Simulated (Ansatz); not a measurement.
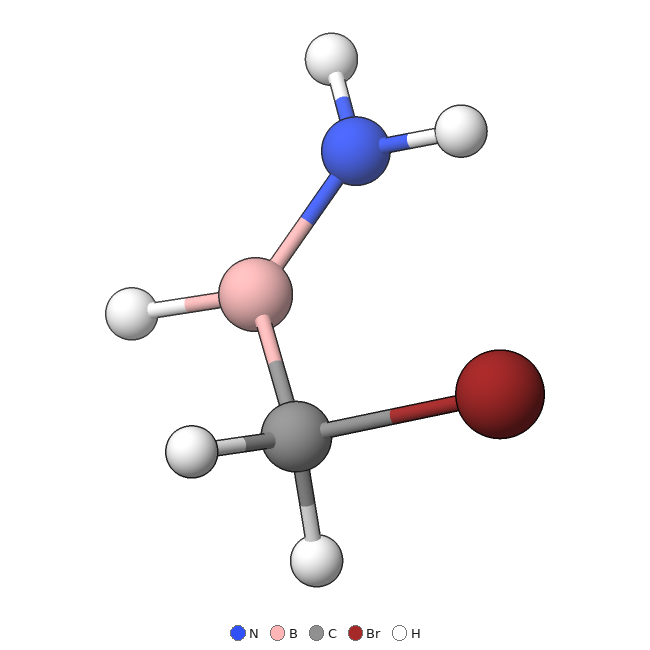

The geometry was computed by an optimisation with PBE0-D4/def2-TZVP.

What does the picture show?

It has 9 atoms: 1 carbon, 5 hydrogen, 1 boron, 1 bromine and 1 nitrogen (CH₅BBrN). As SMILES it reads `NBCBr`. It has no ring. Among its groups: C–Br bond, B–H bond. This geometry has Cs symmetry. Coordination: 1 N trigonal planar; 1 B trigonal planar; 1 C tetrahedral.

More results for the same structure follow; atom numbers are the same in all pictures, views and colours differ.

Geometry

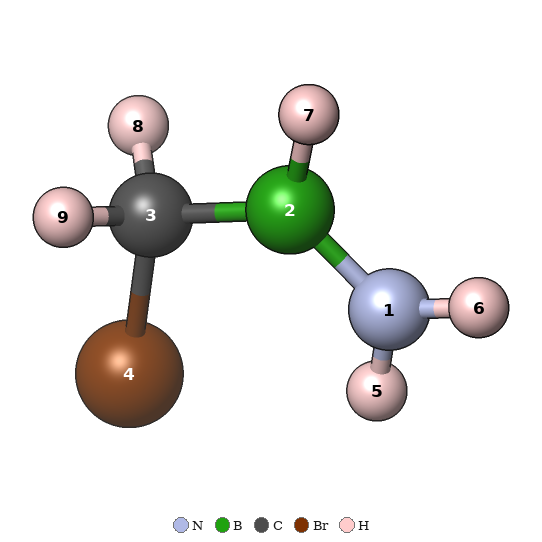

Numbered structure.

Estimate the angles B2–N1–H5, B2–N1–H6, N1–B2–C3, N1–B2–H7, C3–B2–H7, B2–C3–Br4, B2–C3–H8, Br4–C3–H8.

| angle | degrees |
| --- | --- |
| B2–N1–H5 | 121.6 |
| B2–N1–H6 | 123.6 |
| N1–B2–C3 | 122.7 |
| N1–B2–H7 | 119.6 |
| C3–B2–H7 | 117.7 |
| B2–C3–Br4 | 114.8 |
| B2–C3–H8 | 111.5 |
| Br4–C3–H8 | 105.7 |

Electronic properties

Properties computed with RKS r2SCANh-D4/def2-TZVPP (Ansatz 0.2.0).

What does the calculation give?

- HOMO energy (Kohn–Sham orbital): −7.23 eV
- LUMO energy (Kohn–Sham orbital): −0.20 eV
- HOMO–LUMO gap: 7.03 eV
- dispersion correction: −4.1 kJ/mol

Charges

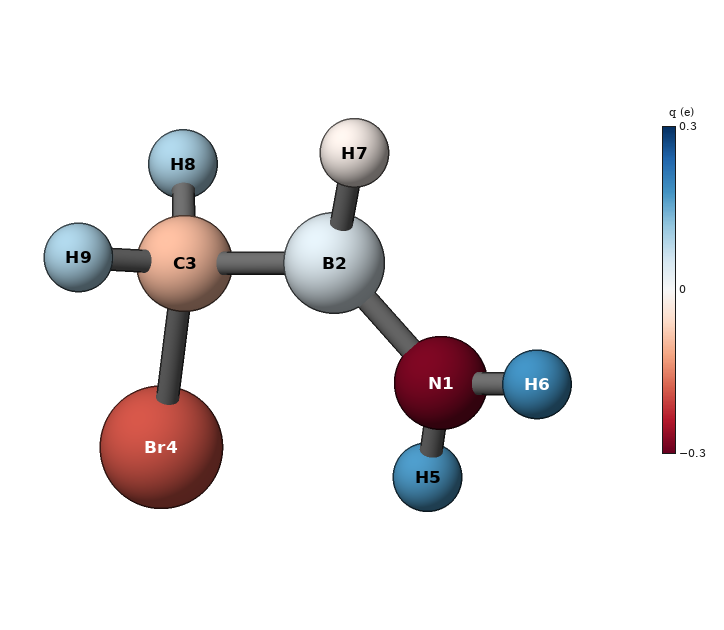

Atoms are coloured by their Mulliken charges. Method: RKS r2SCAN-D4/def2-TZVPP (Ansatz 0.2.0).

Give the Mulliken charges atom by atom.

```json
{"atom": "N1", "value (e)": "−0.28"}
{"atom": "B2", "value (e)": "0.04"}
{"atom": "C3", "value (e)": "−0.09"}
{"atom": "Br4", "value (e)": "−0.19"}
{"atom": "H5", "value (e)": "0.17"}
{"atom": "H6", "value (e)": "0.18"}
{"atom": "H7", "value (e)": "−0.02"}
{"atom": "H8", "value (e)": "0.10"}
{"atom": "H9", "value (e)": "0.10"}
```

Dipole moment

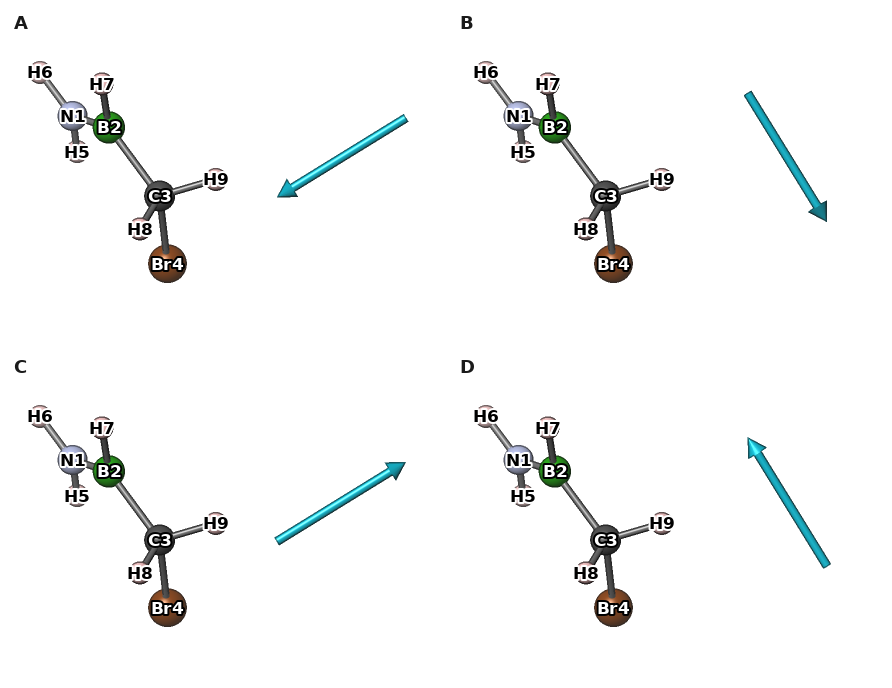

The same molecule four times, each with an arrow. Level of theory: RKS PBE0-D4/def2-TZVP (Ansatz 0.2.0).

Which arrow points along the dipole moment, from the negative to the positive end?

D. The dipole moment is 1.76 D; it points from the side of Br4 to the side of H6 (the outermost atoms at the two ends).

Mulliken values depend strongly on the basis set and can even reverse the polarity of a bond.
